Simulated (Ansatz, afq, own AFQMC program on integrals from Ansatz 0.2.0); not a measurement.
# WH+ (septet): AFQMC on the coupled-cluster ladder, def2-TZVP, part 1 of 2

How near does AFQMC come to the top of the ladder for WH+ (septet)?

The runs use Ansatz 0.2.0, Gaussian basis, and an in-house AFQMC program (afq) on its integrals; all values are calculated; def2-TZVP, frozen cores.

To be run: PBE (unrestricted); r2SCAN (unrestricted); PBE0 (unrestricted); B3LYP (unrestricted); wB97M-V (unrestricted); B2PLYP (unrestricted); CCSD(T) on UHF; CCSDT(Q) on UHF; CCSD(T) on UHF; CCSD(T) on UHF; Phaseless AFQMC, CISD trial on UHF; Phaseless AFQMC, single-determinant trial on UHF; Free-projection AFQMC, CISD trial on UHF.

1 further run of the same task is left out (it didn't finish).

**1. The geometry**

The geometry is a PBE0/def2-TZVP stationary point (not a proven minimum). No spin-orbit coupling is included. Elements past krypton take def2 core potentials.

2 atoms, charge 1, spin multiplicity 7.

Atoms are counted from 1 here; the program's logs count them from 0.

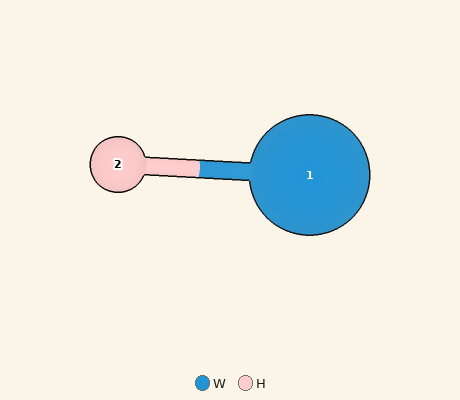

The geometry (tungsten blue, hydrogen pink); atoms are numbered from 1 in the order of the file.

**2. PBE (unrestricted)**

in.yaml reads:

```yaml
crystal:
  periodic: [false, false, false]
  atoms:
    - {symbol: W, position_ang: [0.000000, 0.000000, 0.000000]}
    - {symbol: H, position_ang: [0.000000, 0.000000, 2.059000]}
basis:
  gaussian: {orbitals: def2-TZVP}
total_charge: 1
magnetization: {spin_polarized: true, initial_magnetization: 6}
hamiltonian: {xc: {name: PBE}}
output: {orbitals: {seedname: orbitals}}
```

Launch:

```console
$ ansatz run in.yaml --threads 1 --pin off --events-out ev --progress --plain --max-ram 1843MiB
```

The program printed:

```text
Functional definition: PBE
  name "PBE"
  cite "Perdew, Burke & Ernzerhof, Phys. Rev. Lett. 77, 3865 (1996) doi:10.1103/PhysRevLett.77.3865"
  parent pbe
  parameter kappa = 0.804
  parameter beta = 0.06672455060314922
  exchange = pbe_x(kappa = kappa, mu = beta*pi^2/3)
  correlation = pbe_c(beta = beta)
368 factors; their error is unknown
mean field evaluation 1: about -1824.3276 eV, gradient 2.7e1 eV
mean field evaluation 2: about -1821.5965 eV, gradient 3.5e1 eV
mean field evaluation 4: about -1828.3785 eV, gradient 6.6e-1 eV
mean field evaluation 8: about -1828.3767 eV, gradient 3.4e-3 eV
mean field evaluation 16: about -1826.5421 eV, gradient 7.2e0 eV
mean field -1828.37671640 eV, -67.1916050093 hartree, gradient 4.0e-5 eV, S^2 12.000666; 0 other end points of the search recorded, 0 dependent functions left out
reference -1828.37675870 eV, -67.1916065638 hartree; 10, 4 occupied and 36, 42 virtual orbitals, 368 factors
Total energy: -1828.37675870 eV, -67.1916065638 hartree
```

Run time: 0.54 s. Hardware: 1 thread of Intel Xeon 6975P-C (Granite Rapids), shared host.

From the report: ⟨S²⟩ of the determinant 12.001 (pure septet: 12.00).

**3. r2SCAN (unrestricted)**

Edit in.yaml of step 2 so:

```diff
@@ -9,3 +9,2 @@
 magnetization: {spin_polarized: true, initial_magnetization: 6}
-hamiltonian: {xc: {name: PBE}}
-output: {orbitals: {seedname: orbitals}}
+hamiltonian: {xc: {name: r2SCAN}}
```

Launched as before.

The program printed:

```text
Functional definition: r2SCAN
  name "r2SCAN"
  cite "Furness, Kaplan, Ning, Perdew & Sun, J. Phys. Chem. Lett. 11, 8208 (2020) doi:10.1021/acs.jpclett.0c02405"
  cite "Furness, Kaplan, Ning, Perdew & Sun, J. Phys. Chem. Lett. 11, 9248 (2020) doi:10.1021/acs.jpclett.0c03077"
  parent r2scan
  parameter k0 = 0.174
  parameter k1 = 0.065
  parameter a1 = 4.9479
  exchange = r2scan_x(k0 = k0, k1 = k1, a1 = a1)
  correlation = r2scan_c
368 factors; their error is unknown
mean field evaluation 1: about -1825.2627 eV, gradient 2.6e1 eV
mean field evaluation 2: about -1824.6867 eV, gradient 2.8e1 eV
mean field evaluation 4: about -1828.8905 eV, gradient 5.2e-1 eV
mean field evaluation 8: about -1828.8892 eV, gradient 3.8e-3 eV
mean field evaluation 16: about -1827.0919 eV, gradient 7.0e0 eV
mean field -1828.88918539 eV, -67.2104378975 hartree, gradient 3.4e-6 eV, S^2 12.001828; 0 other end points of the search recorded, 0 dependent functions left out
reference -1828.88920015 eV, -67.2104384400 hartree; 10, 4 occupied and 36, 42 virtual orbitals, 368 factors
Total energy: -1828.88920015 eV, -67.2104384400 hartree
```

It took 1.2 s on 1 thread of Intel Xeon 6975P-C (Granite Rapids), shared host.

From the report: ⟨S²⟩ of the determinant 12.002 (pure septet: 12.00).

**4. PBE0 (unrestricted)**

Edit in.yaml of step 3 so:

```diff
@@ -9,2 +9,3 @@
 magnetization: {spin_polarized: true, initial_magnetization: 6}
-hamiltonian: {xc: {name: r2SCAN}}
+hamiltonian: {xc: {name: PBE0}}
+output: {orbitals: {seedname: orbitals}}
```

The command is unchanged.

The program printed:

```text
Functional definition: PBE0
  name "PBE0"
  cite "Adamo & Barone, J. Chem. Phys. 110, 6158 (1999) doi:10.1063/1.478522"
  cite "Perdew, Burke & Ernzerhof, Phys. Rev. Lett. 77, 3865 (1996) doi:10.1103/PhysRevLett.77.3865"
  parent pbe
  parameter a = 0.25
  parameter kappa = 0.804
  parameter beta = 0.06672455060314922
  exchange = (1 - a)*pbe_x(kappa = kappa, mu = beta*pi^2/3) + a*exact_x
  correlation = pbe_c(beta = beta)
444 factors; their error is unknown
mean field evaluation 1: about -1824.4031 eV, gradient 2.4e1 eV
mean field evaluation 2: about -1825.2870 eV, gradient 2.2e1 eV
mean field evaluation 4: about -1827.5136 eV, gradient 2.5e-1 eV
mean field evaluation 8: about -1827.5234 eV, gradient 5.5e-2 eV
mean field evaluation 16: about -1827.4215 eV, gradient 1.1e0 eV
mean field -1827.52349932 eV, -67.1602498602 hartree, gradient 4.5e-5 eV, S^2 12.001249; 2 other end points of the search recorded, 0 dependent functions left out
reference -1827.52353112 eV, -67.1602510288 hartree; 10, 4 occupied and 36, 42 virtual orbitals, 444 factors
Total energy: -1827.52353112 eV, -67.1602510288 hartree
```

It took 0.66 s on 1 thread of Intel Xeon 6975P-C (Granite Rapids), shared host.

From the report: ⟨S²⟩ of the determinant 12.001 (pure septet: 12.00).

**5. B3LYP (unrestricted)**

Edit in.yaml of step 4 so:

```diff
@@ -9,3 +9,2 @@
 magnetization: {spin_polarized: true, initial_magnetization: 6}
-hamiltonian: {xc: {name: PBE0}}
-output: {orbitals: {seedname: orbitals}}
+hamiltonian: {xc: {name: B3LYP}}
```

Same command.

The program printed, shortened:

```text
Functional definition: B3LYP
  name "B3LYP"
  cite "Stephens, Devlin, Chabalowski & Frisch, J. Phys. Chem. 98, 11623 (1994) doi:10.1021/j100096a001"
  cite "Becke, Phys. Rev. A 38, 3098 (1988) doi:10.1103/PhysRevA.38.3098"
  cite "Lee, Yang & Parr, Phys. Rev. B 37, 785 (1988) doi:10.1103/PhysRevB.37.785"
  cite "Vosko, Wilk & Nusair, Can. J. Phys. 58, 1200 (1980) doi:10.1139/p80-159"
[...]
437 factors; their error is unknown
[...]
mean field -1827.97207028 eV, -67.1767345388 hartree, gradient 2.6e-5 eV, S^2 12.000527; 2 other end points of the search recorded, 0 dependent functions left out
reference -1827.97226858 eV, -67.1767418264 hartree; 10, 4 occupied and 36, 42 virtual orbitals, 437 factors
Total energy: -1827.97226858 eV, -67.1767418264 hartree
```

Wall time 0.84 s (1 thread of Intel Xeon 6975P-C (Granite Rapids), shared host).

From the report: ⟨S²⟩ of the determinant 12.001 (pure septet: 12.00).

**6. wB97M-V (unrestricted)**

Edit in.yaml of step 5 so:

```diff
@@ -9,2 +9,3 @@
 magnetization: {spin_polarized: true, initial_magnetization: 6}
-hamiltonian: {xc: {name: B3LYP}}
+hamiltonian: {xc: {name: wB97M-V}}
+output: {orbitals: {seedname: orbitals}}
```

The command is unchanged.

The program printed, shortened:

```text
Functional definition: wB97M-V
  name "wB97M-V"
  cite "Mardirossian & Head-Gordon, J. Chem. Phys. 144, 214110 (2016) doi:10.1063/1.4952647"
  cite "Becke, J. Chem. Phys. 107, 8554 (1997) doi:10.1063/1.475007"
  cite "Vydrov & Van Voorhis, J. Chem. Phys. 133, 244103 (2010) doi:10.1063/1.3521275"
  # Of w^i u^j: cxij and so on, Table III.
[...]
  gx(w, u) = 1 - cx + cx01*u + cx10*w
  gss(w, u) = css00 + css04*u^4 + css10*w + css20*w^2 + css43*w^4*u^3
  gos(w, u) = cos00 + cos10*w + (cos20 + cos21*u)*w^2 + (cos60 + cos61*u)*w^6
[...]
      + integral(e_c_pw_mod_opposite_spin*gos(b97_w_opposite, b97_u_opposite)) + vv10(b, c)
412 factors; their error is unknown
96 factors; integrals over basis functions are off by at most 2.7e-5 eV
[...]
mean field -1824.97444915 eV, -67.0665739942 hartree, gradient 4.6e-5 eV, S^2 12.001773; 2 other end points of the search recorded, 0 dependent functions left out
reference -1824.97448740 eV, -67.0665753997 hartree; 10, 4 occupied and 36, 42 virtual orbitals, 412 factors
Total energy: -1824.97448740 eV, -67.0665753997 hartree
```

Wall time 3.6 s (1 thread of Intel Xeon 6975P-C (Granite Rapids), shared host).

From the report: ⟨S²⟩ of the determinant 12.002 (pure septet: 12.00).

**7. B2PLYP (unrestricted)**

Edit in.yaml of step 6 so:

```diff
@@ -9,3 +9,3 @@
 magnetization: {spin_polarized: true, initial_magnetization: 6}
-hamiltonian: {xc: {name: wB97M-V}}
-output: {orbitals: {seedname: orbitals}}
+hamiltonian: {xc: {name: B2PLYP}}
+correlation: {electrons: outside_noble_gas}
```

The command is unchanged.

The program printed, shortened:

```text
Functional definition: B2PLYP
  name "B2PLYP"
  cite "Grimme, J. Chem. Phys. 124, 034108 (2006) doi:10.1063/1.2148954"
  cite "Becke, Phys. Rev. A 38, 3098 (1988) doi:10.1103/PhysRevA.38.3098"
  cite "Lee, Yang & Parr, Phys. Rev. B 37, 785 (1988) doi:10.1103/PhysRevB.37.785"
[...]
420 factors; integrals over basis functions are off by at most 1.5e-3 eV
[...]
mean field -1821.58575630 eV, -66.9420418288 hartree, gradient 7.0e-6 eV, S^2 12.001508; 6 other end points of the search recorded, 0 dependent functions left out
4 core orbitals not correlated: weight in the atoms' cores, before any rotation towards them, 1.000 or more for the frozen orbitals, at most 0.000 for the correlated occupied ones
reference -1821.58588194 eV, -66.9420464461 hartree; 6, 0 occupied and 36, 42 virtual orbitals, 420 factors
second order -1.51542148 eV of doubles, -0.00000000 eV of singles
Total energy: -1821.99504574 eV, -66.9570829384 hartree
```

It took 1.3 s on 1 thread of Intel Xeon 6975P-C (Granite Rapids), shared host.

From the report: ⟨S²⟩ of the determinant 12.002 (pure septet: 12.00).

**8. CCSD(T) on UHF**

Edit in.yaml of step 7 so:

```diff
@@ -9,3 +9,2 @@
 magnetization: {spin_polarized: true, initial_magnetization: 6}
-hamiltonian: {xc: {name: B2PLYP}}
-correlation: {electrons: outside_noble_gas}
+correlation: {method: ccsd_t, electrons: outside_noble_gas, hamiltonian_folder: ham}
```

Launched as before.

The program printed, shortened:

```text
Functional definition: HF
  name "HF"
  cite "Fock, Z. Phys. 61, 126 (1930) doi:10.1007/BF01340294"
  parent pbe
[...]
420 factors; integrals over basis functions are off by at most 1.5e-3 eV
[...]
mean field -1812.51264776 eV, -66.6086112401 hartree, gradient 2.0e-6 eV, S^2 12.004842; 10 other end points of the search recorded, 0 dependent functions left out
determinant -1812.51264776 eV, -66.6086112401 hartree, with singles and doubles -1813.98109500 eV, -66.6625756808 hartree
determinant -1811.28789310 eV, -66.5636023363 hartree, with singles and doubles -1812.58020019 eV, -66.6110937462 hartree
determinant -1811.15289631 eV, -66.5586412959 hartree, with singles and doubles -1812.43181841 eV, -66.6056408162 hartree
determinant -1810.98548211 eV, -66.5524889376 hartree, with singles and doubles -1812.35547975 eV, -66.6028354220 hartree
4 core orbitals not correlated: weight in the atoms' cores, before any rotation towards them, 0.999 or more for the frozen orbitals, at most 0.000 for the correlated occupied ones
reference -1812.51264776 eV, -66.6086112401 hartree; 6, 0 occupied and 36, 42 virtual orbitals, 420 factors
second order -1.23736146 eV of doubles, -0.00000000 eV of singles
cycle   1  -1.47129753 eV  change   -3.1e-2 eV  update   9.2e-3
[...]
cycle   9  -1.47684359 eV  change   -3.3e-6 eV  update   4.5e-6
perturbative correction -0.01186307 eV, -0.0004359597 hartree
Total energy: -1814.00135442 eV, -66.6633202007 hartree
```

It took 1.1 s on 1 thread of Intel Xeon 6975P-C (Granite Rapids), shared host.

From the report: ⟨S²⟩ of the determinant 12.005 (pure septet: 12.00); correlation -1.4887 eV; T1 0.013; largest double amplitude 0.04.

This run also writes the integrals to the folder ham.

**9. CCSDT(Q) on UHF**

Edit in.yaml of step 8 so:

```diff
@@ -9,2 +9,2 @@
 magnetization: {spin_polarized: true, initial_magnetization: 6}
-correlation: {method: ccsd_t, electrons: outside_noble_gas, hamiltonian_folder: ham}
+correlation: {method: ccsdt_q, electrons: outside_noble_gas}
```

Launched as before.

The program printed, shortened:

```text
Functional definition: HF
  name "HF"
  cite "Fock, Z. Phys. 61, 126 (1930) doi:10.1007/BF01340294"
  parent pbe
[...]
680 factors; integrals over basis functions are off by at most 1.8e-7 eV
[...]
mean field -1812.51267303 eV, -66.6086121687 hartree, gradient 2.0e-6 eV, S^2 12.004842; 10 other end points of the search recorded, 0 dependent functions left out
determinant -1812.51267303 eV, -66.6086121687 hartree, with singles and doubles -1813.98111338 eV, -66.6625763560 hartree
determinant -1811.28791524 eV, -66.5636031500 hartree, with singles and doubles -1812.58021618 eV, -66.6110943337 hartree
determinant -1811.15292004 eV, -66.5586421678 hartree, with singles and doubles -1812.43183783 eV, -66.6056415298 hartree
determinant -1810.98550906 eV, -66.5524899280 hartree, with singles and doubles -1812.35549902 eV, -66.6028361301 hartree
4 core orbitals not correlated: weight in the atoms' cores, before any rotation towards them, 0.999 or more for the frozen orbitals, at most 0.000 for the correlated occupied ones
reference -1812.51267303 eV, -66.6086121687 hartree; 6, 0 occupied and 36, 42 virtual orbitals, 680 factors
second order -1.23735540 eV of doubles, -0.00000000 eV of singles
cycle   1  -1.42108723 eV  change   -1.8e-1 eV  update   3.1e-2
[...]
cycle  13  -1.49201490 eV  change    5.7e-8 eV  update   3.7e-7
perturbative correction -0.00064366 eV, -0.0000236539 hartree
Total energy: -1814.00533159 eV, -66.6634663590 hartree
```

Run time: 4.2 s. Hardware: 1 thread of Intel Xeon 6975P-C (Granite Rapids), shared host.

From the report: ⟨S²⟩ of the determinant 12.005 (pure septet: 12.00); correlation -1.4927 eV; T1 0.014; largest double amplitude 0.04.

(Continued in part 2 of 2.)
